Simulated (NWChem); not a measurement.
# CH4NSi (SMILES C=N[SiH2]) at 6 levels

Aim: a comparison of 6 runs (UHF/STO-3G, UHF/3-21G, UB3LYP/6-31G*, UB2PLYP/6-31+G*, UBLYP/pcseg-1) of CH4NSi. 

Program for the calculation: NWChem 7.3.0.

## Step 1: Starting point

The species is CH4NSi (7 atoms), meant as a doublet with charge 0. As SMILES, `C=N[SiH2]`. The shape is that of a GFN2-xTB optimisation.

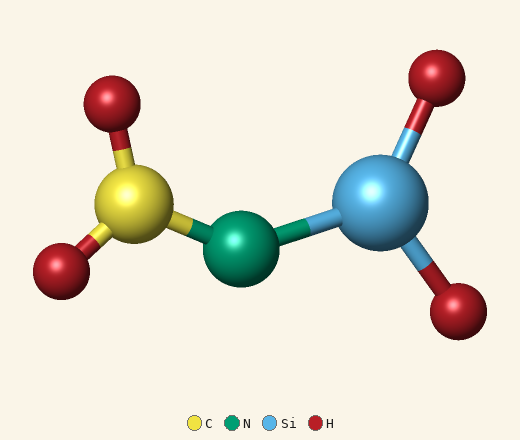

Viewed from a chosen angle; carbon yellow, nitrogen teal, silicon blue, hydrogen red.

## Step 2: Energy and forces at UHF/STO-3G (run 1)

Contents of nw.nw:

```
start nw
title "CH4NSi"
memory total 2200 mb

geometry units angstroms noautosym nocenter noautoz
   C    -1.243710   -0.210880   -0.669260
   N    -0.016440   -0.432190   -0.308170
   Si    1.178680    0.190460    0.630130
   H    -1.697610   -0.908750   -1.356980
   H    -1.844990    0.624540   -0.331550
   H     1.258060    1.367600    1.486690
   H     2.366000   -0.630770    0.549130
end

basis spherical bse
   * library STO-3G
end

scf
   doublet
   uhf
   thresh 1e-08
   maxiter 80
   noprint "final vectors analysis"
end

task scf gradient
```

The run is started by

```sh
$ nwchem nw.nw > nw.out
```

The program printed:

```text
[...]
  functions       =    23
[...]
  wavefunction    = UHF
[...]
         Total SCF energy =   -378.969335371311
      One electron energy =   -712.570817856421
      Two electron energy =    239.467320193690
 Nuclear repulsion energy =     94.134162291420
                       Sz =      0.5000
                 Sz(Sz+1) =      0.7500
                      S^2 =      1.0684
[...]
                         UHF ENERGY GRADIENTS
    atom               coordinates                        gradient
                 x          y          z           x          y          z
   1 C      -2.350271  -0.398505  -1.264718    0.015353  -0.009143   0.000070
   2 N      -0.031067  -0.816721  -0.582357   -0.017489   0.018783   0.006112
   3 Si      2.227382   0.359917   1.190773   -0.036428  -0.009243  -0.022025
   4 H      -3.208018  -1.717288  -2.564320    0.010386   0.002226   0.005786
   5 H      -3.486526   1.180209  -0.626539    0.007513  -0.005524  -0.000678
   6 H       2.377389   2.584389   2.809437    0.008616   0.015006   0.014154
   7 H       4.471092  -1.191982   1.037705    0.012049  -0.012104  -0.003417
[...]
```

Run time: 2.9 s. Hardware: 1 thread of Intel Xeon Platinum 8259CL at 2.50GHz (Skylake/Cascade Lake), shared host; peak memory 0.1 GiB.

## Step 3: Energy and forces at UHF/3-21G (run 2)

Contents of run.py:

```python
from ase import Atoms
from ase.calculators.nwchem import NWChem

molecule = Atoms(['C', 'N', 'Si', 'H', 'H', 'H', 'H'], positions=[
    [-1.243710, -0.210880, -0.669260],
    [-0.016440, -0.432190, -0.308170],
    [1.178680, 0.190460, 0.630130],
    [-1.697610, -0.908750, -1.356980],
    [-1.844990, 0.624540, -0.331550],
    [1.258060, 1.367600, 1.486690],
    [2.366000, -0.630770, 0.549130],
])

calc = NWChem(
    label='calc',
    theory='scf',
    memory='2200 mb',
    basis='3-21G',
    basispar='spherical bse',
    scf={'nopen': '1', 'uhf': None, 'thresh': '1e-08', 'maxiter': '80'},
)
molecule.calc = calc

forces = molecule.get_forces()
e = molecule.get_potential_energy()
print(f"E = {e:.6f} eV")
print("forces (eV/A):")
for s, f in zip(molecule.symbols, forces):
    print(f"{s:2s} {f[0]:10.5f} {f[1]:10.5f} {f[2]:10.5f}")
```

The run is started by

```sh
$ export ASE_NWCHEM_COMMAND="nwchem PREFIX.nwi > PREFIX.nwo"
$ python run.py
```

The program printed:

```text
E = -10379.659924 eV
forces (eV/A):
C    -0.03481   -0.41333   -0.31049
N    -2.34711   -0.19967   -1.13560
Si    2.27471    0.23053    1.12619
H    -0.16285    0.23304    0.10593
H     0.08444   -0.12166   -0.05224
H    -0.36438    0.40500    0.13113
H     0.55001   -0.13395    0.13503
```

The calculator wrote calc.nwi:

```
title "calc"

permanent_dir calc

scratch_dir calc

start calc

geometry units angstrom nocenter noautosym noautoz
  C  -1.2437100000000001e+00 -2.1088000000000001e-01 -6.6925999999999997e-01
  N  -1.6440000000000000e-02 -4.3219000000000002e-01 -3.0817000000000000e-01
  Si 1.1786799999999999e+00 1.9045999999999999e-01 6.3012999999999997e-01
  H  -1.6976100000000001e+00 -9.0874999999999995e-01 -1.3569800000000001e+00
  H  -1.8449899999999999e+00 6.2453999999999998e-01 -3.3155000000000001e-01
  H  1.2580600000000000e+00 1.3675999999999999e+00 1.4866900000000001e+00
  H  2.3660000000000001e+00 -6.3077000000000005e-01 5.4913000000000001e-01
end

memory 2200 mb

basis spherical bse noprint
   * library 3-21G
end

scf
  nopen 1
  uhf
  thresh 1e-08
  maxiter 80
end

task scf gradient
```

calc.nwo:

```text
Northwest Computational Chemistry Package (NWChem) 7.3.0
             --------------------------------------------------------

           Job information
           ---------------

    nwchem branch   = 7.3.0
    use scalapack   = T
    input           = calc.nwi
    prefix          = calc.
    data base       = calc/calc.db
    status          = startup
    nproc           =        1

           Memory information
           ------------------

    heap     =     72089598 doubles =      550.0 Mbytes
    stack    =     72089595 doubles =      550.0 Mbytes
    global   =    144179200 doubles =     1100.0 Mbytes (distinct from heap & stack)
    total    =    288358393 doubles =     2200.0 Mbytes
    verify   = yes
    hardfail = no

[... 40 lines left out ...]
            Nuclear Dipole moment (a.u.)
[... 85 lines left out ...]
 1-e energy   =    -711.307481
[... 7 lines left out ...]
         Quadratically convergent UHF
[... 15 lines left out ...]
       Final UHF  results
[... 3 lines left out ...]
      One electron energy =   -712.611835373610
[... 1 line left out ...]
 Nuclear repulsion energy =     94.134162291420
[... 38 lines left out ...]
          Final beta eigenvalues
[... 200 lines left out ...]
                     UHF Final Beta Molecular Orbital Analysis
[... 260 lines left out ...]
                 ----------------------------------------
                 |  Time  |  1-e(secs)   |  2-e(secs)   |
                 ----------------------------------------
                 |  CPU   |       0.00   |       0.50   |
                 ----------------------------------------
                 |  WALL  |       0.00   |       0.50   |
                 ----------------------------------------

 Task  times  cpu:        2.7s     wall:        2.7s
 Total times  cpu:        2.7s     wall:        2.7s
```

Run time: 4.2 s. Hardware: 1 thread of Intel Xeon Platinum 8259CL at 2.50GHz (Skylake/Cascade Lake), shared host; peak memory 0.1 GiB.

Runs 3 to 5 aren't shown in full; the table further down has their settings and results.

## Step 4: Energy and gradient at UBLYP/pcseg-1 (run 6)

Contents of ch4nsi.nw:

```
start ch4nsi
title "CH4NSi"
memory total 2200 mb

geometry units angstrom noautosym nocenter noautoz
  C     -1.243710    -0.210880    -0.669260
  N     -0.016440    -0.432190    -0.308170
  Si     1.178680     0.190460     0.630130
  H     -1.697610    -0.908750    -1.356980
  H     -1.844990     0.624540    -0.331550
  H      1.258060     1.367600     1.486690
  H      2.366000    -0.630770     0.549130
end

basis spherical bse
  * library pcseg-1
end

dft
  xc becke88 lyp
  mult 2
  grid xfine
  convergence energy 1e-08
  iterations 100
  mulliken
end

task dft gradient
```

The run is started by

```sh
$ nwchem ch4nsi.nw > ch4nsi.out
```

The program printed:

```text
[...]
          Wavefunction type:  spin polarized.
          No. of atoms     :     7
          No. of electrons :    31
[...]
          Charge           :     0
          Spin multiplicity:     2
[...]
          AO basis - number of functions:    66
[...]
              XC Information
              --------------
                    Becke 1988 Exchange Functional  1.000
              Lee-Yang-Parr Correlation Functional  1.000
[...]
 d= 0,ls=0.0,diis     1   -384.5537781632 -4.79D+02  1.69D-02  1.18D-01     4.2
[...]
 d= 0,ls=0.5,diis    37   -384.6150286082 -9.96D-09  2.01D-07  8.22D-10   144.5
[...]
         Total DFT energy =     -384.615028615352
      One electron energy =     -715.664950348957
           Coulomb energy =      271.590967119509
    Exchange-Corr. energy =      -34.675207677324
 Nuclear repulsion energy =       94.134162291420
[...]
      Total Density - Mulliken Population Analysis
     ---------------------------------------------
    Atom       Charge   Shell Charges
 -----------   ------   -------------------------------------------------------
    1 C    6     5.93   1.99  0.76  0.37  2.08  0.69  0.05
    2 N    7     7.39   1.99  0.86  0.70  2.46  1.34  0.02
    3 Si  14    13.69   2.00  1.99  0.99  0.21  5.98  2.02  0.33  0.18
    4 H    1     0.93   0.78  0.13  0.02
    5 H    1     0.94   0.78  0.14  0.02
    6 H    1     1.07   0.76  0.30  0.01
    7 H    1     1.05   0.77  0.28  0.01
[...]
      <S2> =      0.7586 (Exact =     0.7500)
[...]
  wavefunction    = open shell
                         DFT ENERGY GRADIENTS
    atom               coordinates                        gradient
                 x          y          z           x          y          z
   1 C      -2.350271  -0.398505  -1.264718   -0.011676   0.003887  -0.002157
   2 N      -0.031067  -0.816721  -0.582357    0.017896   0.005579   0.011594
   3 Si      2.227382   0.359917   1.190773   -0.013949   0.001484  -0.004966
   4 H      -3.208018  -1.717288  -2.564320    0.009767   0.009362   0.010673
   5 H      -3.486526   1.180209  -0.626539    0.009455  -0.012871  -0.005144
   6 H       2.377389   2.584389   2.809437    0.002861  -0.013528  -0.008254
   7 H       4.471092  -1.191982   1.037705   -0.014353   0.006087  -0.001746
[...]
```

Run time: 2.6 min. Hardware: 1 thread of Intel Xeon Platinum 8259CL at 2.50GHz (Skylake/Cascade Lake), shared host; peak memory 0.14 GiB.

## Step 5: The series

| run | level | Cartesian functions | iteration cap | energy (Eh) | dipole moment (D) | ⟨S²⟩ | largest force (eV/Å) | wall time |
| --- | --- | --- | --- | --- | --- | --- | --- | --- |
| 1 | UHF/STO-3G | no | 80 | -378.969335 | 1.55 | 1.068 | 2.240 | 2.9 s |
| 2 | UHF/3-21G | no | 80 | -381.445470 | 1.80 | 0.978 | 2.615 | 4.2 s |
| 3 | UB3LYP/6-31G* (Cartesian functions) | yes | 100 | -384.677992 | – | 0.770 | 1.445 | 56 s |
| 4 | UB3LYP/6-31G* (spherical functions) | no | 100 | -384.674371 | 1.30 | 0.770 | 1.440 | 52 s |
| 5 | UB2PLYP/6-31+G* (spherical functions) | no | 100 | -384.417342 | 1.51 | 0.810 | – | 62 s |
| 6 | UBLYP/pcseg-1 | no | 100 | -384.615029 | 1.27 | 0.759 | 1.133 | 2.6 min |

## Step 6: What came out

| quantity | value |
| --- | --- |
| run 6: total energy | -384.61503 Eh |
| run 6: dipole moment | 1.27 D |
| run 6: HOMO energy (highest over α and β) | -4.23 eV |
| run 6: LUMO energy (lowest over α and β) | -3.14 eV |
| run 6: ⟨S²⟩ | 0.759 |
| run 6: largest force on an atom | 1.133 eV/Å |

**Reading.** Over runs 1, 2, 4, 5, 6 the dipole moment (its size) runs from 1.27 D (UBLYP/pcseg-1) to 1.80 D (UHF/3-21G). The two ends differ in method and basis. Totals of different functionals can't be ranked against each other. In run 1 the basis is minimal, so the values are rough. Spin contamination of the reference: run 1 ⟨S²⟩ = 1.07, run 2 ⟨S²⟩ = 0.98. All runs together took 5.6 min, the longest 2.6 min.
